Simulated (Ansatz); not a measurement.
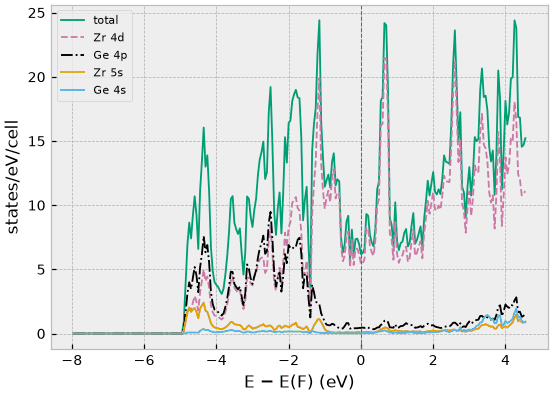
*Total and projected density of states of Zr5Ge3 in space group P6_3/mcm (No. 193; Zr on 6g, Zr on 4d, Ge on 6g), plane-wave PAW r²SCAN (Ansatz code)*

Question: Which orbitals carry the states next to the Fermi level?

Answer: Within 0.5 eV of the Fermi level: Zr 4d 89 %, Ge 4p 6 %. Projections are on Löwdin-orthogonalised atomic valence shells; empty p or d shells of many metals are not among them.

Question: Where is the tallest occupied peak in this window, and what makes it?

Answer: Near -1.1 eV, about 24 states/eV per cell; the largest projected share is Zr 4d.

The first step of the workflow began from a Materials Project structure, measured or hypothetical; the Crystallography Open Database copy checked does not list it. Whether it is the stable phase at ambient conditions was not checked. Symmetry was held in the r²SCAN relaxation; whether a distortion lowers the energy is not shown. The run is not spin-polarised. Spin–orbit coupling is left out wherever it is not named.

Potentials: the later of the program's two PAW sets.
